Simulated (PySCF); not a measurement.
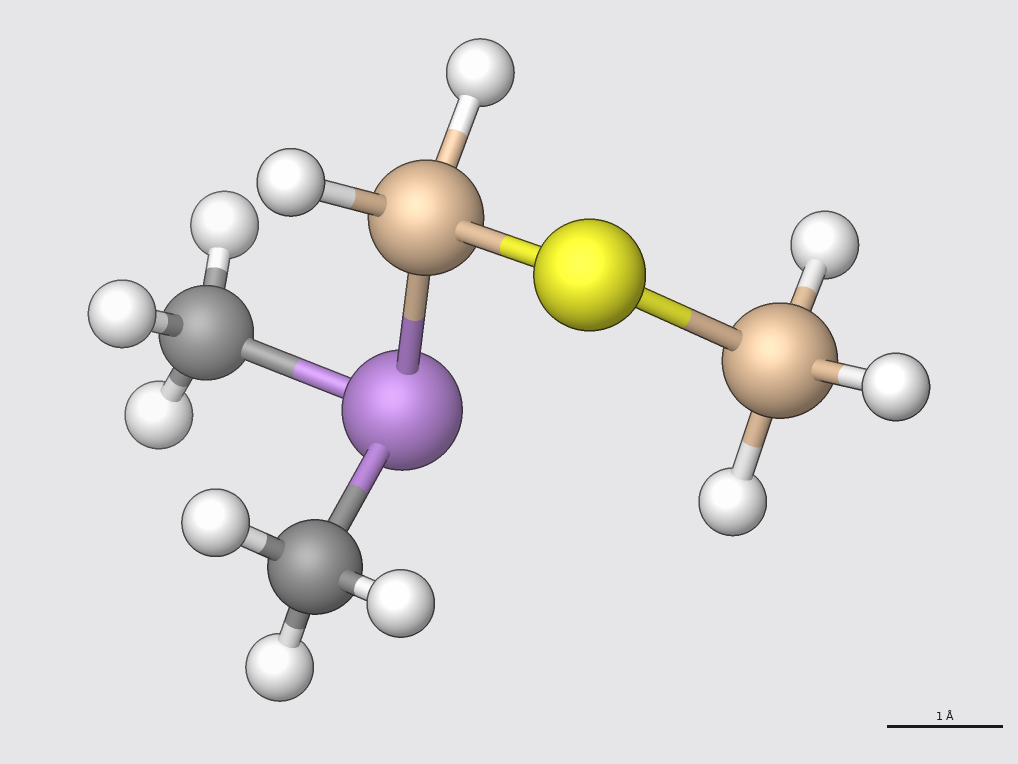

The picture shows a molecular structure as a ball-and-stick model. Colours: carbon grey, arsenic purple, silicon light orange, sulfur yellow, hydrogen white.

The geometry was computed by an optimisation with GFN2-xTB. No frequency run is at hand to confirm it as a minimum.

Question: What is the molecular formula?

Answer: C2H11AsSSi2, 17 atoms: 2 carbon, 11 hydrogen, 1 arsenic, 1 sulfur and 2 silicon.

Question: Which point group does it belong to?

Answer: C1.

Question: Describe its rings.

Answer: It has no ring.

More results for the same structure follow; atom numbers are the same in all pictures, views and colours differ.

### Dipole moment

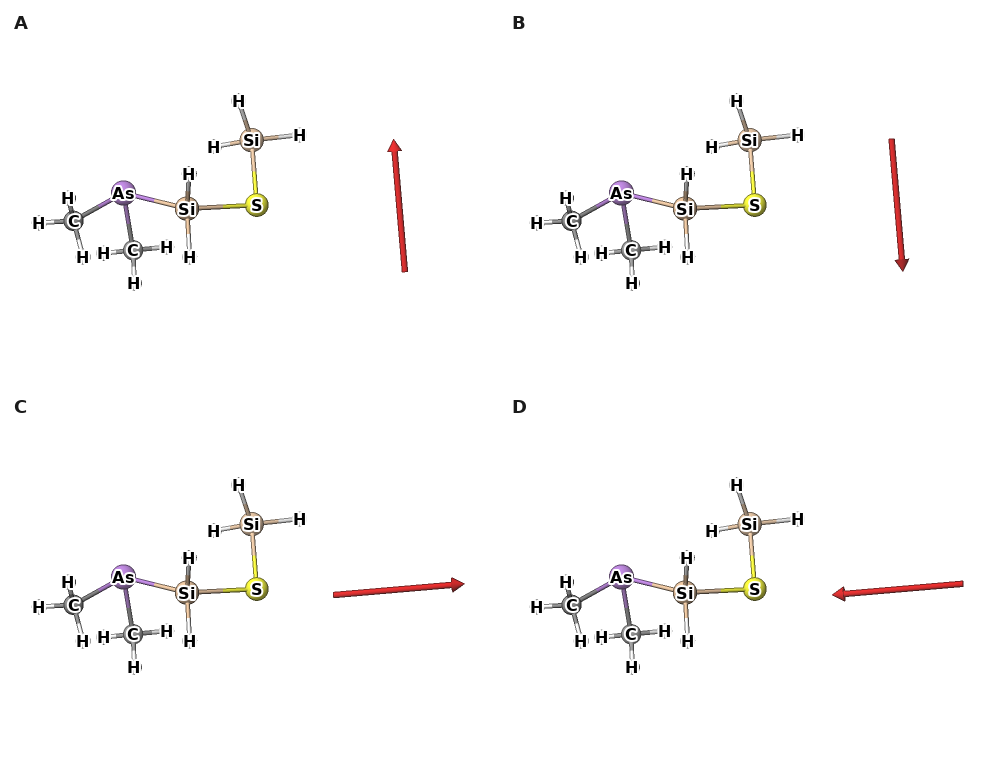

The same molecule four times, each with an arrow. No frequency run is at hand to confirm it as a minimum. Method: CAM-B3LYP/def2-SVPD, gas phase (PySCF 2.14.0).

Question: Which arrow points along the dipole moment, from the negative to the positive end?

Answer: D. The dipole moment is 1.95 D.

### Polarisability

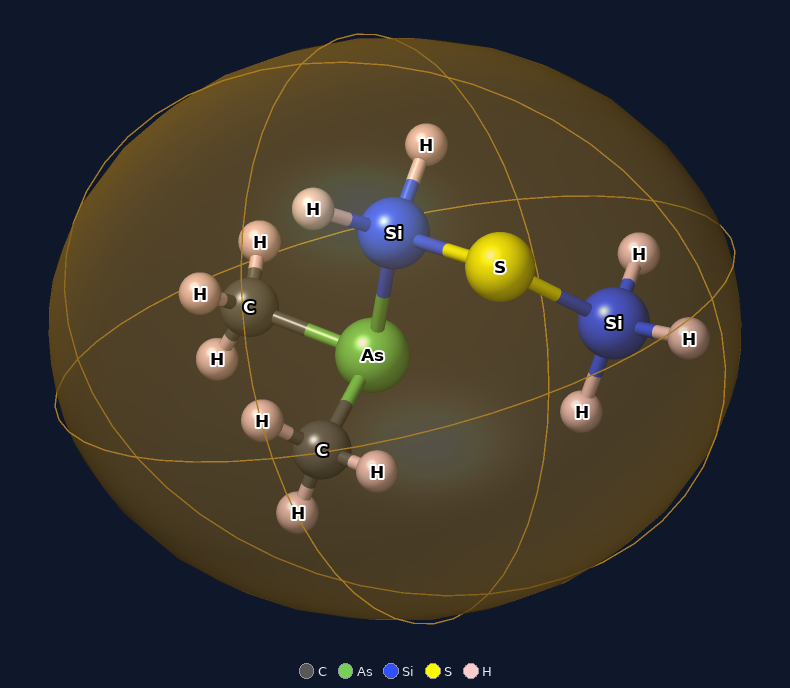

The ellipsoid shows the static dipole polarisability: its half-axes are proportional to the principal values. No frequency run is at hand to confirm it as a minimum. Level of theory: CAM-B3LYP/def2-SVPD (PySCF 2.14.0).

Question: How large and how anisotropic is the polarisability?

Answer: Principal values 115.6, 125.2, 156.6 bohr³; mean 132.5 bohr³ (19.63 Å³); anisotropy 37.2 bohr³, so the longest axis is 1.35 times the shortest.

### Excitation

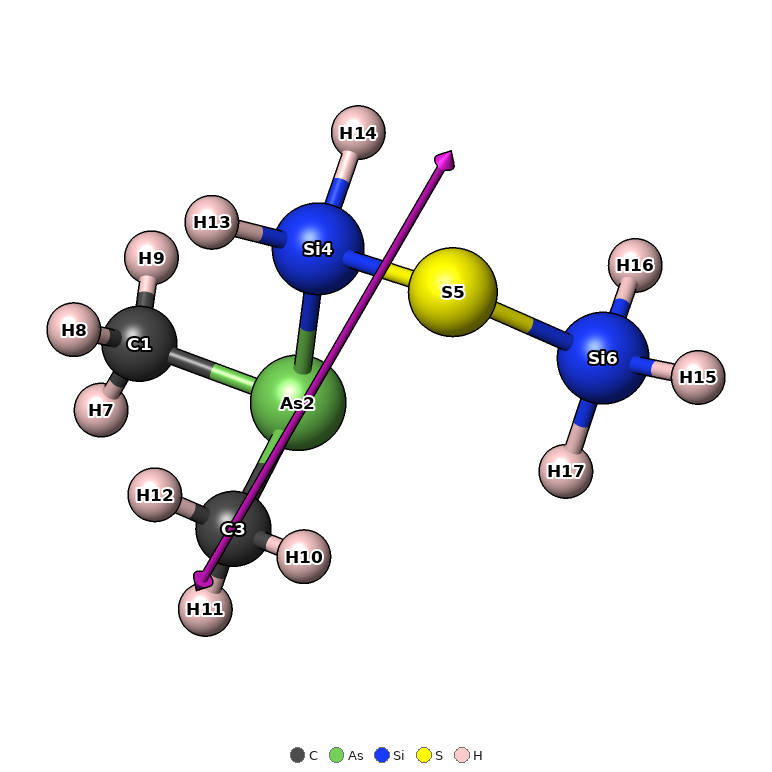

The double arrow shows the direction of the transition dipole to excited singlet state 2 (its length means nothing). No frequency run is at hand to confirm it as a minimum. Level of theory: TDDFT CAM-B3LYP/def2-SVPD, vertical, gas phase, core orbitals frozen in the response (PySCF 2.14.0).

Question: Give its energy, strength and character.

Answer: 5.88 eV (211 nm), oscillator strength 0.048, mainly HOMO → LUMO+1 (weight 0.63); transition dipole 1.47 D.

The geometry is semi-empirical. Around As, Si such bond lengths and angles can be off by a tenth of an ångström or more and by several degrees, and values that hang on the shape move with them.
